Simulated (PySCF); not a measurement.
Consider C2H6F4Si2 (SMILES FC(F)(F)C(F)([SiH3])[SiH3]).

Input

```
{"job": {"kind": "nmr", "xc": "PBE0", "basis": "pcSseg-1"}, "charge": 0, "multiplicity": 1}
F      0.072484     0.531297     1.986905
C     -0.092906     1.206443     0.830324
F     -1.251360     1.875134     0.959515
F      0.870364     2.143213     0.810547
C     -0.054229     0.255725    -0.328421
F     -0.231582     1.031420    -1.487227
Si     1.711069    -0.514101    -0.451347
Si    -1.578100    -0.923852    -0.221400
H      2.661949     0.577777    -0.622960
H      1.649005    -1.366187    -1.634826
H      1.921375    -1.271452     0.778727
H     -1.468670    -1.759142    -1.413333
H     -2.781645    -0.100713    -0.242949
H     -1.428433    -1.686035     1.014279
```

Launched as:

```sh
OMP_NUM_THREADS=1 python probes_run.py task.json out
```

Geometry: GFN2-xTB.

Computed with PBE0/pcSseg-1, SCF density, gas phase, non-relativistic (PySCF).

**What will maps of the electron density and electron localisation function show?**

C–F (1.34 Å): ρ is about 2.4 e/Å³ halfway; the ELF peaks at about 0.85 between the atoms: a shared but strongly polarised pair.
C–C (1.50 Å): the density is about 1.9 e/Å³ at the midpoint; the ELF peaks at about 0.95 between the atoms (a shared electron pair).
C–Si (1.93 Å): the density is about 0.89 e/Å³ at the midpoint; the ELF peaks at about 1 between the atoms: a covalent bond.
Si–H (1.46 Å): ρ is about 0.82 e/Å³ halfway; the ELF climbs to about 1 towards the hydrogen, as it does in any bond to H.

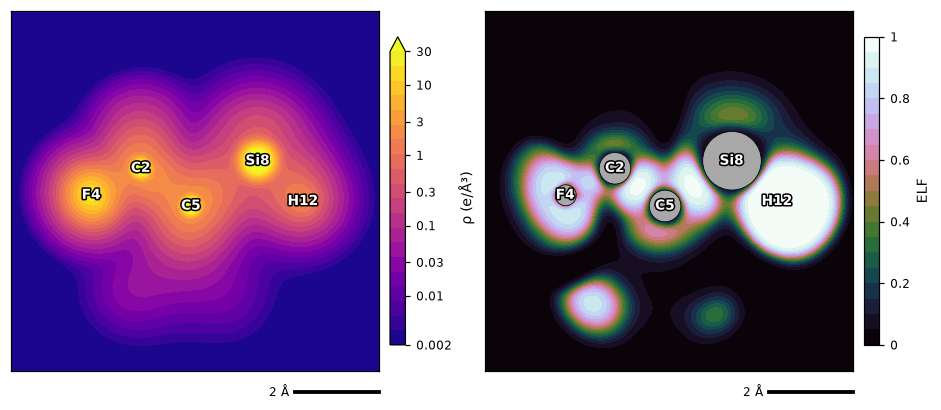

Computed electron density and electron localisation function on the plane of atoms C5, Si8 and H12, in this order. Grey discs cover the atomic cores in the ELF map. 
